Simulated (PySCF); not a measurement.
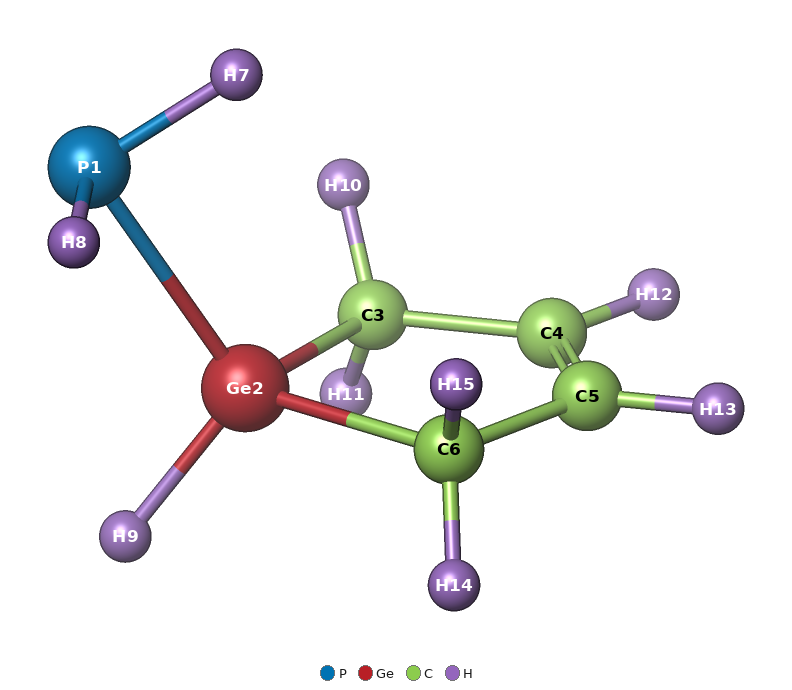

Depth is shown by fading: the farther an atom, the more it takes the colour of the background. Computed geometry: PBE0-D3(BJ)/def2-SVP optimisation. No frequency run is at hand to confirm it as a minimum.

### What is the conformation of the ring Ge2–C3–C4–C5–C6?

It is planar. The Cremer–Pople amplitude Q is 0.06 Å.

### Give the torsion angles round the ring, beginning with the bond from its second to its third atom.

3°, 0°, −3°, 4°, −4°.
